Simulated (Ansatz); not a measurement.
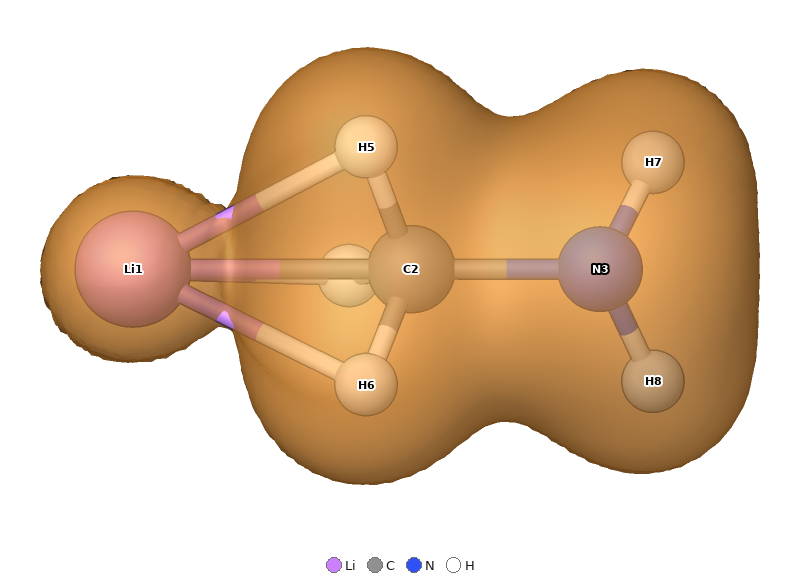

Figure 1: CH5LiN (charge +1). Isosurface of the electron density at 0.1 e/Å³ (orange), seen across its widest extent.

Geometry: PBE0-D4/def2-TZVP.

Theory: RKS PBE0-D4/def2-TZVPPD in Ansatz 0.2.0.

```xyz
8

Li   -0.6158    0.5931   -2.1644
C    -0.1017    0.1205   -0.1860
N     0.2333   -0.1820    1.1617
H     0.3264   -0.5822   -0.9504
H     0.2569    1.1433   -0.4038
H    -1.2038    0.1106   -0.2724
H     1.2245   -0.1257    1.3472
H    -0.1199   -1.0774    1.4678
```

What does this surface tell about the bonding?

At this value the surface is in one piece. It bridges the sampled Li···H (2.04 Å), C–N (1.42 Å), C–Li (2.10 Å) and N–H (1.01 Å) contacts, where the density stays above the isovalue. On the grid the lowest density along these lines, outside the cores, is 0.12 e/Å³ (Li···H, 2.04 Å), 2 e/Å³ (C–N, 1.42 Å), 0.19 e/Å³ (C–Li, 2.10 Å) and 2.3 e/Å³ (N–H, 1.01 Å).
